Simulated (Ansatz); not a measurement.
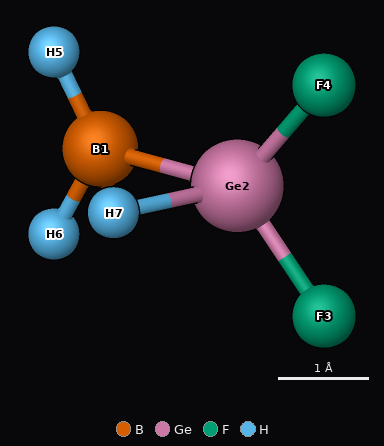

Fig. 1: The input geometry (ball-and-stick view, seen at a tilt; atoms are numbered from 1 in the order of the input). Sticks mark near contacts.

Phonon calculation of GeBH3F2

GeBH3F2, computed with RKS PBE-D4/def2-SVP (Ansatz 0.2.0).

It belongs to a series of runs on one base structure; here: vibrations at the highest image of the band. Figures and captions count atoms from 1; the log counts them from 0 in places.

The program's output:
```
Engine: ansatz 0.2.0, aarch64-unknown-linux-gnu
Functional definition: PBE
  parameter kappa = 0.804
  parameter beta = 0.06672455060314922
  exchange = pbe_x(kappa = kappa, mu = beta*pi^2/3)
  correlation = pbe_c(beta = beta)
975 factors; their error is unknown
mean field evaluation 1: about -62645.8151 eV, gradient 5.1e1 eV
mean field evaluation 2: about -62633.5701 eV, gradient 1.0e2 eV
mean field evaluation 4: about -62650.4541 eV, gradient 5.0e0 eV
mean field evaluation 8: about -62650.4638 eV, gradient 8.7e-2 eV
mean field evaluation 16: about -62650.4639 eV, gradient 1.2e-5 eV
mean field -62650.46385052 eV, -2302.3620804969 hartree, gradient 1.2e-5 eV, S^2 0.000000; 0 other end points of the search recorded, 0 dependent functions left out
the calculation of the forces begins
reference -62650.46388260 eV, -2302.3620816759 hartree; 29, 29 occupied and 60, 60 virtual orbitals, 975 factors
these checks for a lower state are left out or cut short: stability, starts, cluster_reference, orbital_swaps, neighbouring_geometries, increment
975 factors; their error is unknown
mean field -62650.46379057 eV, -2302.3620782938 hartree, gradient 2.1e-6 eV, S^2 0.000000; 0 other end points of the search recorded, 0 dependent functions left out
[... from here on the field's lines of each further geometry are left out, up to the last ...]
the calculation of the forces begins
reference -62650.46389338 eV, -2302.3620820721 hartree; 29, 29 occupied and 60, 60 virtual orbitals, 975 factors
these checks for a lower state are left out or cut short: stability, starts, cluster_reference, orbital_swaps, neighbouring_geometries, increment
975 factors; their error is unknown
mean field -62650.46381698 eV, -2302.3620792646 hartree, gradient 1.9e-6 eV, S^2 0.000000; 0 other end points of the search recorded, 0 dependent functions left out
the calculation of the forces begins
reference -62650.46384907 eV, -2302.3620804437 hartree; 29, 29 occupied and 60, 60 virtual orbitals, 975 factors
WARN: phonons: modes at or below zero, which the zero-point energy, F, S and C_V leave out: 1, the lowest at -366.60 cm⁻¹. A minimum has none, and a first-order saddle one
Total energy: -62650.57261369 eV, -2302.3660774698 hartree
Atom 0 at    -0.826425     0.903208     0.014905 Å, force    -0.004521     0.004019    -0.000193 eV/Å
Atom 1 at     0.259440    -0.730571     0.147733 Å, force     0.002332     0.002371    -0.002073 eV/Å
Atom 2 at     1.149302    -1.306735     1.534951 Å, force     0.000108    -0.002441    -0.001494 eV/Å
Atom 3 at     0.203266    -2.130745    -0.893689 Å, force     0.001981    -0.001831     0.002425 eV/Å
Atom 4 at    -1.346827     1.093813    -1.060966 Å, force     0.002510     0.001158     0.003195 eV/Å
Atom 5 at    -0.602646     1.746115     0.853955 Å, force     0.000490    -0.001968    -0.003526 eV/Å
Atom 6 at     1.163889     0.424915    -0.596898 Å, force    -0.002901    -0.001309     0.001667 eV/Å
Dipole moment:    -0.237369     0.356251    -0.028272 e Å
Vibrations: -366.60 152.43 239.54 380.58 403.04 588.78 634.81 710.24 727.26 741.05 820.42 1054.20 1740.46 2550.29 2690.07 cm⁻¹, zero-point energy 0.832750 eV
```

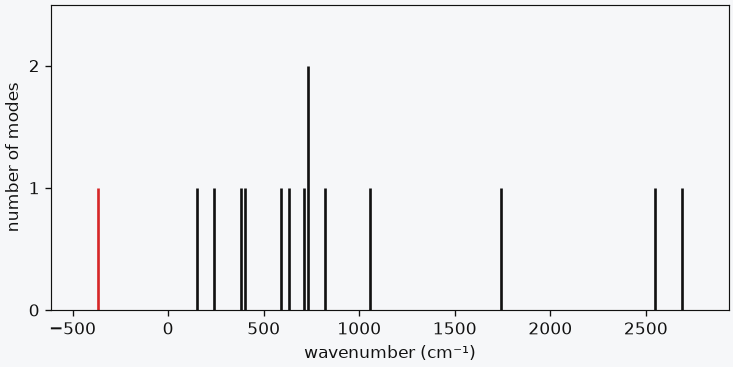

Fig. 2: Harmonic vibrational wavenumbers from the force constants; neighbouring modes closer than 14 cm⁻¹ are counted in one stick, and imaginary ones are drawn at negative wavenumbers. 15 modes from 367i to 2690 cm⁻¹, 1 imaginary beyond 8i (367i cm⁻¹): a first-order saddle point, if the geometry is stationary.

The run was set up as follows.

Input file:
```yaml
crystal:
  periodic: [false, false, false]
  atoms:
    - { symbol: B, position_ang: [-0.826425, 0.903208, 0.014905] }
    - { symbol: Ge, position_ang: [0.25944, -0.730571, 0.147733] }
    - { symbol: F, position_ang: [1.149302, -1.306735, 1.534951] }
    - { symbol: F, position_ang: [0.203266, -2.130745, -0.893689] }
    - { symbol: H, position_ang: [-1.346827, 1.093813, -1.060966] }
    - { symbol: H, position_ang: [-0.602646, 1.746115, 0.853955] }
    - { symbol: H, position_ang: [1.163889, 0.424915, -0.596898] }
basis:
  gaussian: { orbitals: def2-SVP }
hamiltonian:
  xc: pbe
  dispersion: d4
phonons: {}
```

Launched with:
```bash
ansatz run input.yaml --threads 2 --pin off --max-ram 3072MiB --backend cpu --events-out ev --progress --plain --runs-dir out
```

Summary:

| quantity | value |
| --- | --- |
| outcome | converged |
| total energy | −62650.5726 eV |
| mean-field energy | −62650.4639 eV |
| largest force (length of the vector) | 0.006 eV/Å |
| hardware | 2 threads of Arm Neoverse V1, 24 GiB of memory available, shared host |
| wall time | 33 s (CPU time 64 s) |
| peak memory | 0.12 GiB |
